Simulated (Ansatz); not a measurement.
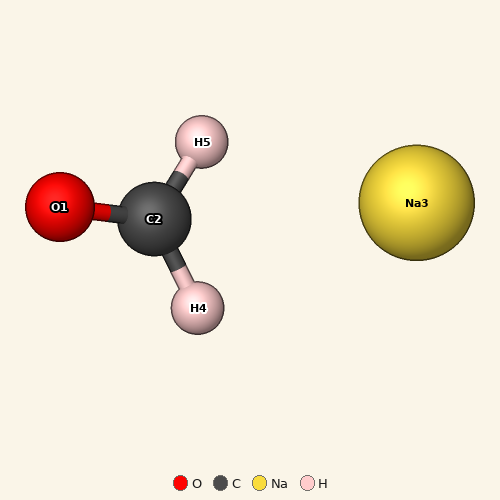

The system is CH2NaO, charge −1; the picture shows the reference structure. The first coordinate is: angle O1–C2–H4; the second: angle H5–C2–H4. Nothing is relaxed (all other coordinates rigid). The grid has 15 × 15 points. All energies are given in kJ/mol relative to the lowest grid point. All numbers below come from RKS PBE-D4/def2-TZVPD (Ansatz).

Its coordinates:

```xyz
5

O     1.6097    0.4475    0.0063
C     0.5693   -0.1743    0.2634
Na   -2.3184    0.6918   -1.0583
H     0.2320   -1.0558   -0.3358
H    -0.0925    0.0909    1.1245
```

Range: angle O1–C2–H4 from 77.5 to 167.5°; angle H5–C2–H4 from 69.9 to 159.9°.

Q: What will the energy surface look like?

A: The lowest grid point is at angle O1–C2–H4 = 122.5°, angle H5–C2–H4 = 114.9°. No other kind of well shows on this grid. The highest grid point, angle O1–C2–H4 = 167.5°, angle H5–C2–H4 = 159.9°, lies 1145 kJ/mol above the lowest. Round the minimum the valley is strongly tilted: raising angle O1–C2–H4 shifts the best value of angle H5–C2–H4 downwards (coupling k₁₂/√(k₁₁k₂₂) about 0.6).

```
angle H5–C2–H4 ↓, angle O1–C2–H4 →  77.5  84.0  90.4  96.8  103.3  109.7  116.1  122.5  129.0  135.4  141.8  148.3  154.7  161.1  167.5
                             159.9   214   172   144   129    129    142    169    210    263    325    395    474    575    753   1145
                             153.5   209   159   124   103     95    102    122    157    206    266    337    417    502    607    783
                             147.1   210   154   112    83     69     69     82    110    152    207    276    356    441    531    637
                             140.6   218   154   106    71     50     44     50     70    104    152    214    290    376    468    560
                             134.2   230   160   106    66     40     27     26     39     65    105    159    228    309    401    497
                             127.8   247   173   113    68     36     18     11     17     36     67    112    172    246    332    429
                             121.3   269   190   127    77     40     16      4      4     16     40     76    126    190    267    358
                             114.9   295   213   145    92     51     22      6      0      6     22     51     92    145    213    294
                             108.5   324   240   169   113     68     36     15      4      4     15     36     69    113    170    241
                             102.1   355   270   199   139     92     56     32     17     12     17     32     58     93    141    200
                              95.6   387   304   232   172    123     85     57     38     29     30     39     58     86    124    173
                              89.2   416   339   269   209    159    119     89     68     56     52     56     69     91    121    161
                              82.8   440   372   307   249    200    160    129    106     91     83     84     92    107    131    163
                              76.3   459   402   345   292    246    207    176    153    136    126    123    127    137    154    179
                              69.9   469   424   378   333    292    257    229    206    189    178    173    173    179    191    208
```

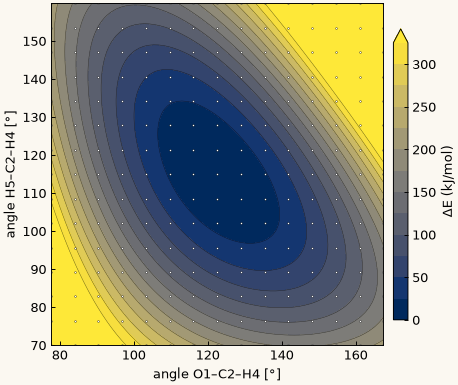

The picture shows filled contours, dots at the grid points, one colour for all values above the top of the scale. Between grid points the surface is interpolated.

Time for the 225 points that were run: 28 min on 1 thread of Arm Neoverse N1, with other jobs on the host.
